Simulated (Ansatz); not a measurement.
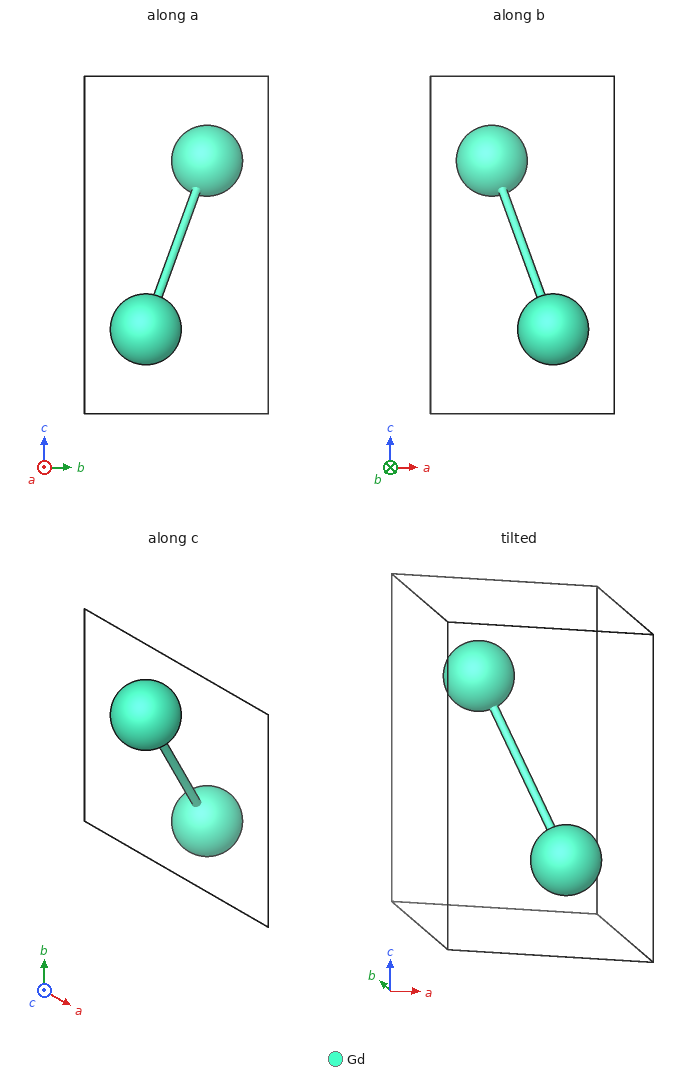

Figure: ball-and-stick view along the a axis, along the b axis, along the c axis and slightly off an axis. Lines trace the edges of the conventional unit cell.

Lattice parameters: a = 3.6400 Å, b = 3.6400 Å, c = 5.7803 Å, α = 90.000°, β = 90.000°, γ = 120.000°.

### Record the structure as a CIF in P1 with every atom of the cell.

```cif
data_structure
_symmetry_space_group_name_H-M 'P 1'
_symmetry_Int_Tables_number 1
_cell_length_a 3.6400
_cell_length_b 3.6400
_cell_length_c 5.7803
_cell_angle_alpha 90.000
_cell_angle_beta 90.000
_cell_angle_gamma 120.000
_cell_volume 66.33
loop_
_atom_site_label
_atom_site_type_symbol
_atom_site_fract_x
_atom_site_fract_y
_atom_site_fract_z
_atom_site_occupancy
Gd1 Gd 0.3333 0.6667 0.7500 1
Gd2 Gd 0.6667 0.3333 0.2500 1
```

Starting structure: the standard structure of this element. Earlier steps of the study, as a rule a relaxation of our own, may have changed the cell and positions, so they can lie some per cent off the listed ones. It was run through Ansatz as a DFT input.
